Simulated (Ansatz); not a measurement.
**Fields on a plane of MoP (WC type, space group P-6m2)**

```
MoP
1.0
    3.20627     0.00000     0.00000
   -1.60314     2.77671     0.00000
    0.00000     0.00000     3.17380
Mo P
1 1
Direct
  0.00000   0.00000   0.00000
  0.66667   0.33333   0.50000
```

The slice is a (-1 1 0 0) plane (indices of the conventional cell) through the point (0.000, 0.000, 0.000) (fractional), spanned by u = [001] and v = [110] in vectors of this cell: u (3.17 Å) and v (3.21 Å, at 90° to u). It covers one period; positions are fractions (u, v).

Atoms on it: Mo at (0.00, 0.00). Other atoms lie within 1 Å of the plane.

All values below come from PBEsol (plane waves to 420 eV, PAW, scalar-relativistic; Ansatz, a program for electronic structure). k mesh 17×17×15. These are valence fields of a PAW run, semicore shells included where kept as valence: close to a nucleus they are smooth pseudo fields. MoP is run without spin polarisation. MoP was relaxed with its symmetry unable to fall.

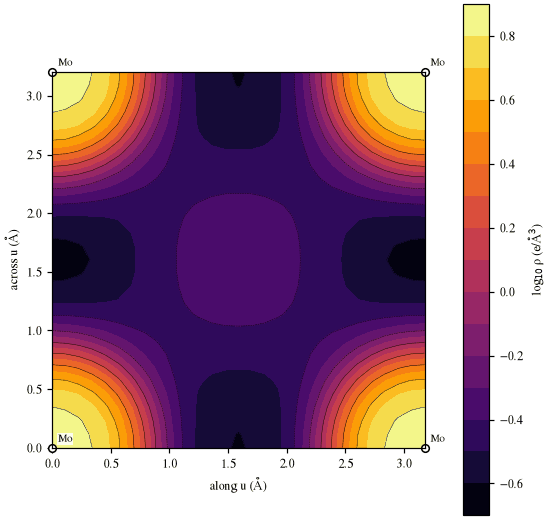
Fig. 1. Log₁₀ of the valence density in e/Å³, one period of the plane, atoms marked. The scale is logarithmic, as a density can span decades between atoms and voids.

```tsv
v \ u	0.00	0.11	0.21	0.32	0.43	0.54	0.64	0.75	0.86	0.96
0.86	x	0.75	0.51	0.18	0.32	0.38	0.20	0.35	0.72	x
0.71	0.35	0.30	0.25	0.42	0.59	0.61	0.49	0.28	0.27	0.34
0.57	0.27	0.32	0.49	0.64	0.66	0.66	0.66	0.55	0.37	0.27
0.43	0.27	0.32	0.49	0.64	0.66	0.66	0.66	0.55	0.37	0.27
0.29	0.35	0.30	0.25	0.42	0.59	0.61	0.49	0.28	0.27	0.34
0.14	x	0.75	0.51	0.18	0.32	0.38	0.20	0.35	0.72	x
0.00	x	x	0.63	0.16	0.22	0.28	0.13	0.47	x	x
```

Values: electron localisation function (ELF). Points within 0.5 Å of a nucleus are blanked (x), as the pseudised field means little there.
